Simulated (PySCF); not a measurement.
Vertical excitations of a molecule C2H9GeNO from TDA-PBE/def2-SVPD (PySCF 2.14.0), as energy in eV (oscillator strength): 5.66 (0.009), 5.90 (0.026), 6.02 (0.004), 6.14 (0.017), 6.37 (0.025), 6.50 (0.045), 6.55 (0.025), 6.62 (0.008), 6.84 (0.009), 6.99 (0.025). Lowest triplet (TDA): 5.44 eV. The structure is a stationary point at PBE-D3(BJ)/def2-SVP. One conformer was computed; it need not be the lowest.

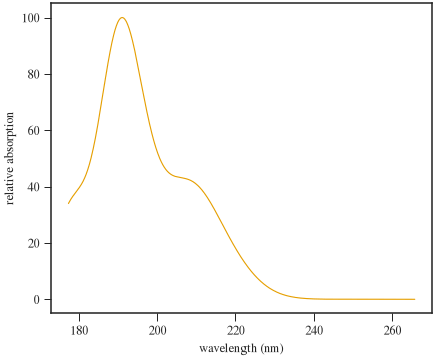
Fig. 1. The lines broadened by 0.4 eV.

Question: Which structure fits?
A) CC[NH][GeH2][OH]
B) C[N](C)[GeH2][OH]
C) C[O][Ge@H]([CH3])[NH2]
D) CC[O][GeH2][NH2]

Answer: D, CC[O][GeH2][NH2]
